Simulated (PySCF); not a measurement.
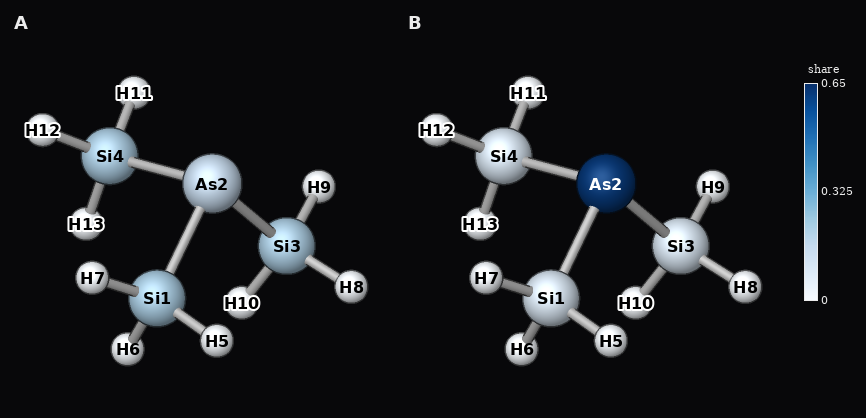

Each panel colours the atoms by their Löwdin share in one orbital (up to four of the largest shares; other atoms are shown as zero). The computed structure is the end point of a PBE0-D3(BJ)/def2-SVP optimisation. No frequency run is at hand to confirm it as a minimum. Computed with PBE0/aug-cc-pVDZ (PySCF 2.14.0).

Question: The panels show the HOMO, LUMO, in some order. Which is which?

Answer: A: LUMO, −0.49 eV; Si1 0.21, Si4 0.21, Si3 0.21, As2 0.15
B: HOMO, −7.33 eV; As2 0.63, Si1 0.09, Si4 0.09, Si3 0.09
